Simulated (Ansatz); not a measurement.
SiH₆O₄: several calculations on one system

## 1. Relaxation

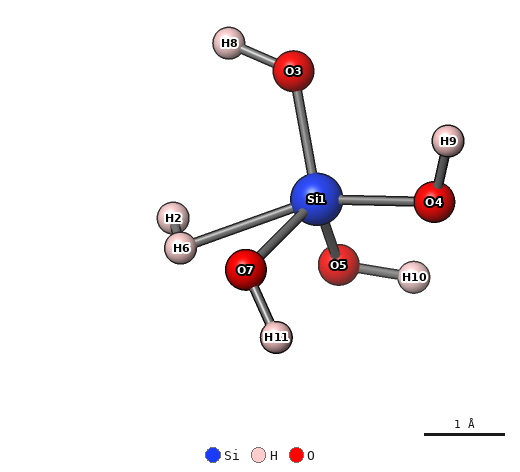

This is the input geometry for a relaxation of SiH$_{6}$O$_{4}$ (started from a transition state, displaced along its imaginary mode). Style: ball-and-stick. Shown at a tilt.

Computed with RKS PBE0-D4/def2-TZVP (Ansatz).

The input:
```yaml
crystal:
  periodic: [false, false, false]
  atoms:
    - {symbol: Si, position_ang: [-0.034063, -0.189696, 0.024153]}
    - {symbol: H, position_ang: [1.514303, 0.884429, -0.268835]}
    - {symbol: O, position_ang: [0.695160, -0.705435, 1.408317]}
    - {symbol: O, position_ang: [-1.524365, -0.835014, 0.194041]}
    - {symbol: O, position_ang: [0.404342, -0.819266, -1.431789]}
    - {symbol: H, position_ang: [0.922883, 1.347666, -0.265963]}
    - {symbol: O, position_ang: [-0.448493, 1.512365, -0.011583]}
    - {symbol: H, position_ang: [1.607850, -0.486309, 1.608272]}
    - {symbol: H, position_ang: [-1.766789, -0.971379, 1.120542]}
    - {symbol: H, position_ang: [-0.255560, -1.468791, -1.708952]}
    - {symbol: H, position_ang: [-1.115369, 1.731328, -0.668202]}
basis:
  gaussian: {orbitals: def2-TZVP}
hamiltonian: {xc: pbe0, dispersion: d4}
relax: {f_tol: 0.005, max_steps: 200}
```

Run as
```bash
ansatz run in.yaml --threads 8 --pin off --events-out ev --progress --plain --max-ram 19148MiB
```

Where does the relaxation end?

Answer. The atom that moves furthest after the best rigid fit is H2 (1.75 Å). By element the largest moves are H 1.75 Å, O 0.73 Å, Si 0.55 Å. Near-neighbour distances that change, for instance: Si1–H2 1.907 → 3.971 Å, Si1–H6 1.834 → 3.455 Å, H6–O7 1.404 → 2.687 Å, Si1–O7 1.752 → 1.633 Å. Among the angles between lasting bonds that change: O4–Si1–O7 99.8° → 115.8°, O3–Si1–O7 115.2° → 106.2°, Si1–O5–H10 109.2° → 116.7°. Groups turn about Si1–O5 by about 30°, Si1–O7 by about 25°, Si1–O3 by about 25°. Over 24 accepted moves (25 points after the start) the energy falls by 1.803 eV. Largest force component: 2.5 eV/Å at the start, 0.0018 eV/Å at the end. The line search rejected the trial step at point 10 of the run. The run took 30 s on 8 threads of Intel Xeon Platinum 8488C (shared host).

Step by step:

```tsv
step	E − E(0), eV	largest force component, eV/Å	note
0	0.0000	2.5054	
1	-0.5518	2.0848	
2	-1.0671	1.8953	
3	-1.4206	0.6137	
4	-1.5880	0.4948	
5	-1.6793	0.2744	
6	-1.7447	0.3030	
7	-1.7747	0.2319	
8	-1.7875	0.1019	
9	-1.7901	0.1109	
10	-1.7611	0.9235	rejected
11	-1.7921	0.0096	
12	-1.7939	0.0770	
13	-1.7960	0.1587	
14	-1.7976	0.1961	
15	-1.7991	0.1291	
16	-1.8005	0.1443	
17	-1.8012	0.1394	
18	-1.8018	0.1217	
19	-1.8022	0.0887	
20	-1.8026	0.0205	
21	-1.8027	0.0106	
22	-1.8027	0.0057	
23	-1.8027	0.0038	
24	-1.8027	0.0020	
25	-1.8027	0.0018
```

Final geometry:

```xyz
11

Si   -0.5000   -0.4370   -0.1162
H     2.6172    1.9062    0.6324
O     0.6864   -0.7442    0.9579
O    -1.8481   -1.1511    0.4603
O    -0.2743   -1.0273   -1.6195
H     1.9062    1.9852    0.4124
O    -0.5673    1.1875   -0.2698
H     1.4405   -0.1522    0.9396
H    -1.9640   -1.1417    1.4114
H    -0.4915   -1.9504   -1.7559
H    -1.0053    1.5249   -1.0525
```

After the run, drawn alike:

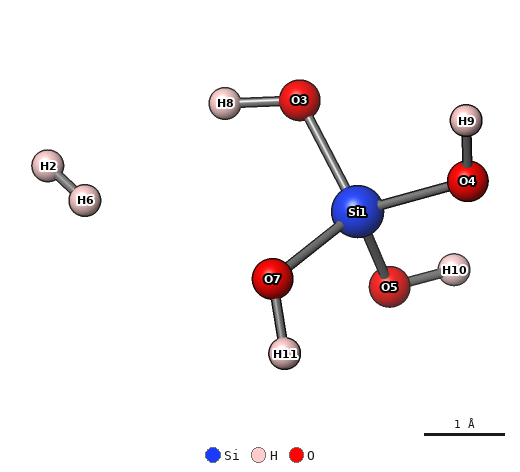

## 2. Relaxation

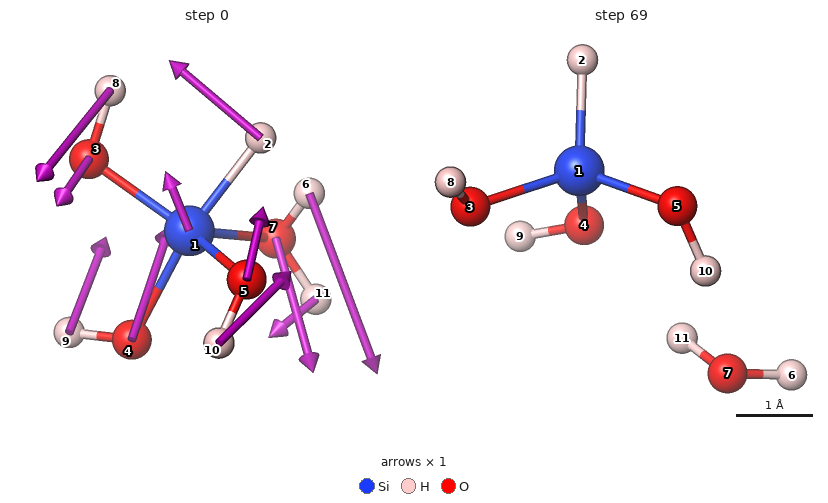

The structure of SiH6O4 (started from a transition state, displaced along its imaginary mode) before (left) and after (right) a relaxation, at one scale. The purple arrows give the displacements, at their true length.

A ball-and-stick model, seen at a tilt.

Method: RKS PBE0-D4/def2-TZVP in Ansatz 0.2.0. (force threshold 0.005 eV/Å; at most 200 steps)

What changed between the two?

Answer. Over 57 accepted moves (69 points after the start) the energy falls by 175.1 kJ/mol. Largest force component: 7.5 eV/Å at the start, 0.0045 eV/Å at the end. The line search rejected the trial steps at points 14, 17, 25, 31, 33, 34, 37, 42 and more of the run. The forces were under the threshold at step 35, but the run went on from there. The largest move after the best rigid fit is that of H6, 2.58 Å. Largest moves by element: H 2.58 Å, O 2.06 Å, Si 0.86 Å. Near-neighbour distances that change, for instance: Si1–H6 2.005 → 4.073 Å, Si1–O7 1.929 → 3.407 Å, H6–O7 0.865 → 0.960 Å, Si1–H2 1.560 → 1.477 Å. Bonds break, among them: Si1–O7 (1.93 → 3.41 Å). Bond angles that change, for instance: H2–Si1–O4 164.4° → 112.4°, H2–Si1–O5 88.7° → 107.3°, H2–Si1–O3 92.4° → 109.8°. Cost: 80 s on 8 threads of Intel Xeon Platinum 8488C, with other jobs on the host.

## 3. Reaction

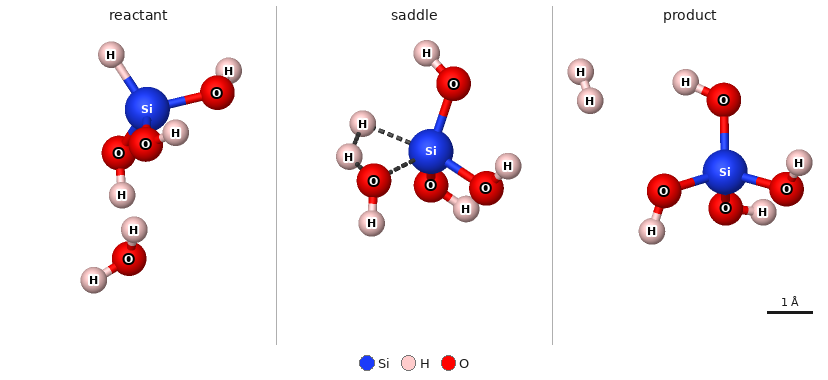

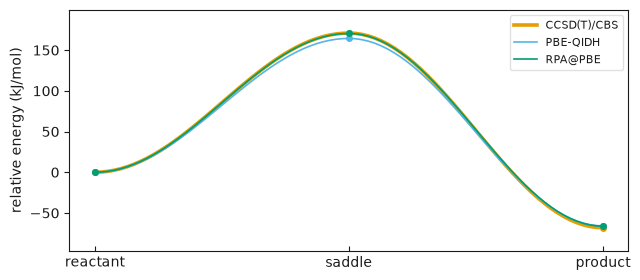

A reaction step of SiH$_{6}$O$_{4}$, with its energy diagram. The picture is a ball-and-stick view, seen face on. Dashed sticks mark bonds that form or break.

Stationary points at PBE0-D4/def2-TZVP, single-point energies with CCSD(T)/CBS, PBE-QIDH, RPA@PBE (def2-TZVPP where no basis is named; Ansatz 0.2.0). The energies are electronic, without zero-point or thermal terms, and both ends are the minima reached downhill from the saddle, with any fragments still in contact. CCSD(T)/CBS stands for a frozen-core estimate: MP2 correlation extrapolated from def2-TZVPP and def2-QZVPP, CCSD(T) minus MP2 from the smaller set.

What happens, and what does it cost?

Counted by bonded pieces, the reactant holds H₂O + SiH₄O₃ and the product holds H₂ + SiH₄O₄. From the reactant over the saddle to the product, bonds form: O–Si (3.41 → 1.84 → 1.63 Å), H–H (5.13 → 1.15 → 0.75 Å). Bonds break: H–Si (1.48 → 1.73 → 3.97 Å), H–O (0.96 → 1.12 → 2.69 Å). The saddle has one imaginary mode, 1130i cm⁻¹. With CCSD(T)/CBS the barrier is 171.0 kJ/mol from the reactant and 239.1 kJ/mol from the product, and the product lies 68.1 kJ/mol below the reactant.

```
      level  barrier from the reactant (kJ/mol)  barrier from the product (kJ/mol)  the product less the reactant (kJ/mol)
CCSD(T)/CBS                               171.0                              239.1                                   −68.1
   PBE-QIDH                               164.4                              230.2                                   −65.9
    RPA@PBE                               170.5                              236.7                                   −66.2
```

Against CCSD(T)/CBS, RPA@PBE comes closest on the barrier from the reactant (−0.5 kJ/mol) and PBE-QIDH misses most (−6.6 kJ/mol).
